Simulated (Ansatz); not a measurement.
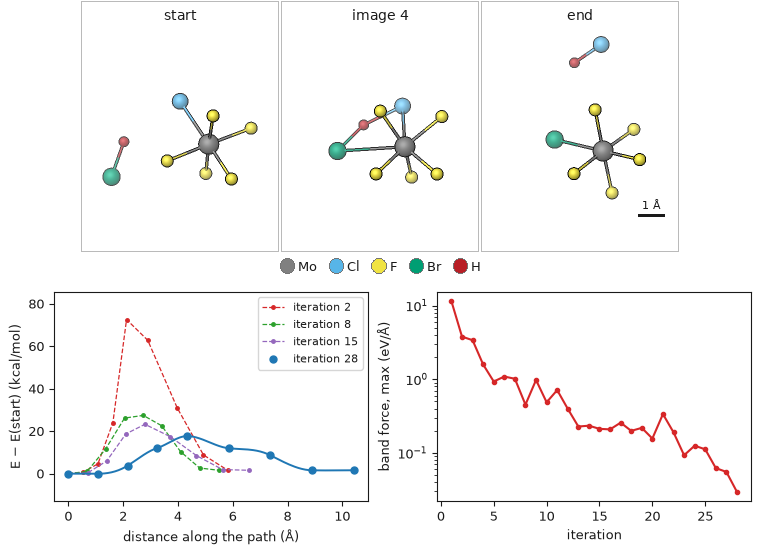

A search for the minimum-energy path of MoHBrClF5, made up at the start of MoClF5 and HBr by the nudged elastic band. Images are numbered from 0 (start) to 8 (end). The plot follows the band through its iterations. A ball-and-stick model, seen at a tilt.

Computed with Ansatz, RKS PBE/def2-SVP. Settings: 7 movable images; climbing image; force threshold 0.05 eV/Å; iteration limit 60; starting path through a guess of the saddle point.

Judge this run.

The result is final at these settings. The band converged in 28 iterations. The largest component of the band force went from 11 to 0.03 eV/Å. The climbing image converged on the top of the path. Its vibrational analysis gives one imaginary mode (109i cm⁻¹), as a transition state must have. The first iteration put the highest image at 135.0 kcal/mol. Forward barrier 17.7 kcal/mol, backward barrier 16.1 kcal/mol, with image 4 at the top; the reaction energy is +1.6 kcal/mol.

Limits of the set-up: the start holds two separate molecules, 2.9 Å apart at their closest, whose relative position is a soft coordinate and is computed without a dispersion correction.
